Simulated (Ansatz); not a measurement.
**From Ti to Hf: the dipole moment**

One atom is swapped for its congeners: Ti(SeH)4; Zr(SeH)4; Hf(SeH)4. All are singlets with charge 0.

Shapes, held fixed at every level: PBE0-D4/def2-TZVP. Flexible molecules stand in one conformer, not always the lowest. Programs: Ansatz 0.2.0. Values in D.

```tsv
level	Ti(SeH)4	Zr(SeH)4	Hf(SeH)4
PBE-D4/def2-TZVPP	0.79	0.78	0.00
r2SCAN-D4/def2-TZVPP	0.91	0.88	0.00
B3LYP-D4/def2-TZVPP	0.81	0.78	0.00
wB97M-V/def2-TZVPP	0.89	0.84	0.00
```

At wB97M-V/def2-TZVPP the dipole moment falls at every step, from 0.89 to 0.00 D. Every level shows the same order. For atoms past krypton def2 sets carry core potentials with scalar relativity. Relativity is left out for Se unless named. Magnitudes only: a dipole under 1 D may point either way.

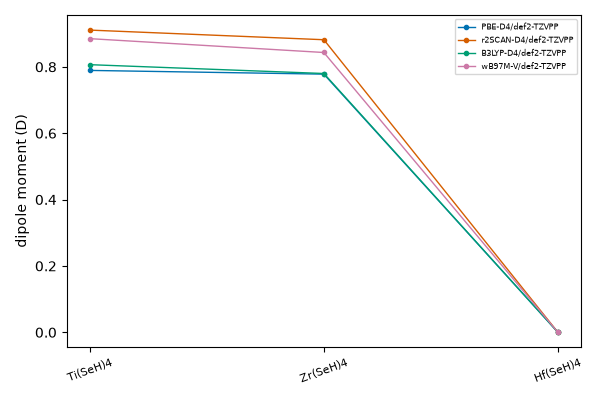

The trend along the series, level by level.
